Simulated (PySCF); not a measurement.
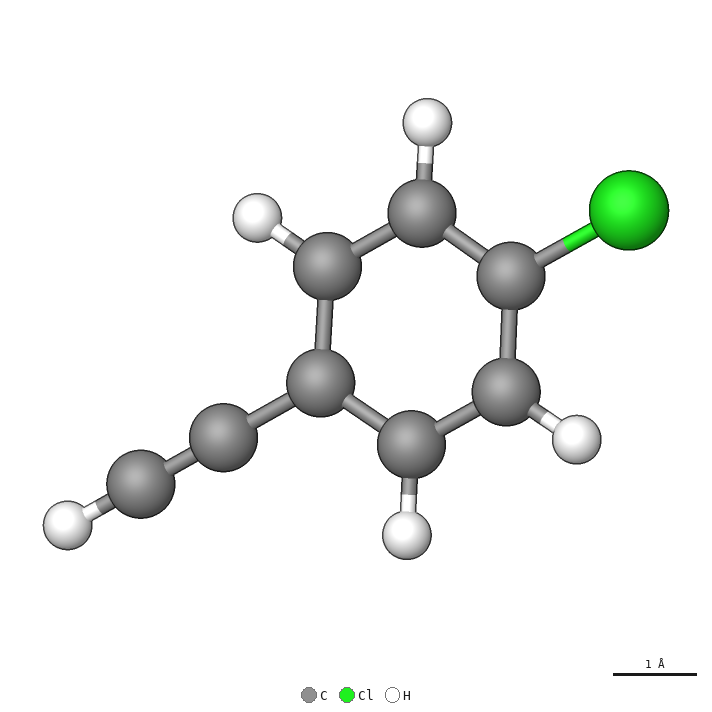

Ball-and-stick drawing of a structure. Every bond is drawn as one stick, whatever its order.

The computed structure is the end point of a PBE0-D3(BJ)/def2-SVP optimisation. No frequency run is at hand to confirm it as a minimum.

What does the picture show?

The molecule is C8H5Cl. As SMILES it reads `C#Cc1ccc(Cl)cc1`. Independent rings (smallest set): 1 of 6 members, 1 of them aromatic. Among its groups: alkyne, C–Cl bond. This geometry has C2v symmetry. All atoms lie on one plane. Coordination: 2 C linear; 6 C trigonal planar.

The parts below concern this one geometry. Atoms keep their numbers from picture to picture.

**Shape**

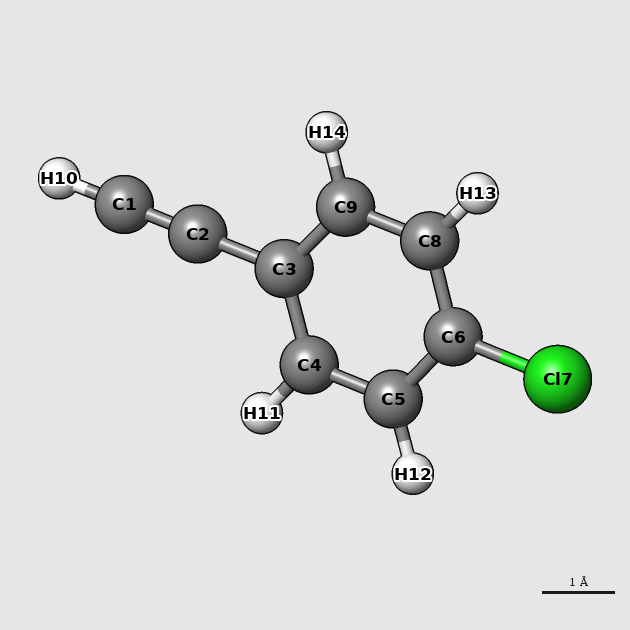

No frequency run is at hand to confirm it as a minimum.

Give the bond lengths.

| bond | length (Å) | order |
| --- | --- | --- |
| C1–C2 | 1.213 | triple |
| C1–H10 | 1.074 | single |
| C2–C3 | 1.428 | delocalised |
| C3–C4 | 1.405 | aromatic |
| C3–C9 | 1.405 | aromatic |
| C4–C5 | 1.389 | aromatic |
| C4–H11 | 1.092 | single |
| C5–C6 | 1.395 | aromatic |
| C5–H12 | 1.091 | single |
| C6–Cl7 | 1.729 | single |
| C6–C8 | 1.395 | aromatic |
| C8–C9 | 1.389 | aromatic |
| C8–H13 | 1.091 | single |
| C9–H14 | 1.092 | single |

**Quadrupole coupling**

No frequency run is at hand to confirm it as a minimum. Electric field gradients from the ground-state density, PBE0/pcSseg-1 in benzene (IEF-PCM) (PySCF 2.14.0), non-relativistic apart from any core potentials.

Give the largest field-gradient component, the quadrupole coupling constant and the asymmetry for 35Cl at Cl7 (Q = −81.7 mb).

```json
{"atom": "Cl7", "V_zz (a.u.)": "3.885", "e²qQ/h (MHz)": "−74.6", "η": "0.10"}
```

**NMR shielding**

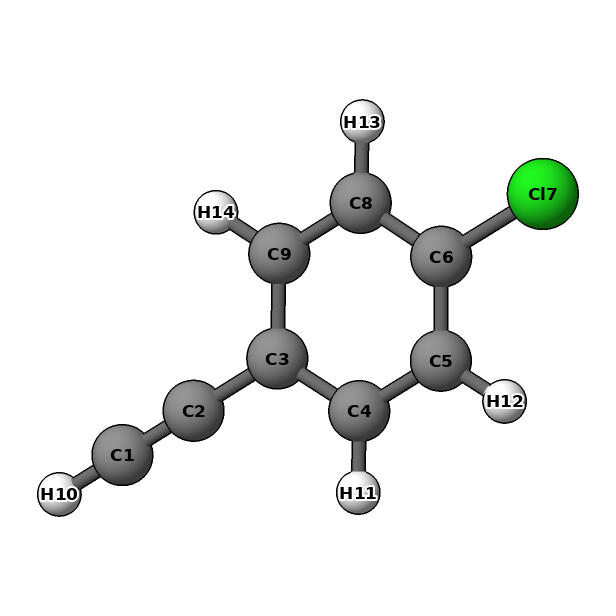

No frequency run is at hand to confirm it as a minimum. Properties computed with GIAO PBE0/pcSseg-1 NMR shielding, non-relativistic, IEF-PCM tetrahydrofuran (PySCF 2.14.0). Principal shieldings σ11 ≤ σ22 ≤ σ33, span Ω = σ33 − σ11, skew κ = 3(σiso − σ22)/Ω.

Which C atom has the most anisotropic shielding?

Answer. C2, with a span of 308 ppm.

Give the shielding tensors of the C atoms.

```tsv
atom	σ11	σ22	σ33	σiso	Ω	κ
C1	33.1	44.9	207.9	95.3	174.7	0.87
C2	−8.7	3.9	299.2	98.1	307.9	0.92
C3	−40.3	49.2	170.7	59.9	211.1	0.15
C4, C9	−61.9	27.2	164.4	43.2	226.3	0.21
C5, C8	−48.7	39.0	157.7	49.3	206.4	0.15
C6	−60.0	52.6	123.4	38.7	183.4	−0.23
```

Shieldings and span in ppm.

**Electronic properties**

No frequency run is at hand to confirm it as a minimum. Method: CAM-B3LYP/def2-SVPD in benzene (IEF-PCM) (PySCF 2.14.0). Excitations: vertical, linear response.

What is the lowest vertical singlet excitation?

Answer. 5.04 eV.

Estimate the dipole moment.

Answer. 1.23 D.

Estimate the HOMO energy (Kohn–Sham orbital).

Answer. −8.05 eV.

Give the mean static polarisability at this level.

Answer. 128.1 bohr³.

**Charges**

The questions are on ESP-fitted charges. No frequency run is at hand to confirm it as a minimum. Properties computed with PBE0/pcSseg-1 in benzene (IEF-PCM) (PySCF 2.14.0).

List the ESP-fitted charges.

```csv
atom,value (e)
C1,−0.36
C2,−0.15
C3,0.36
C4,−0.34
C5,0.00
C6,−0.11
Cl7,−0.07
C8,−0.01
C9,−0.33
H10,0.31
H11,0.21
H12,0.14
H13,0.14
H14,0.21
```
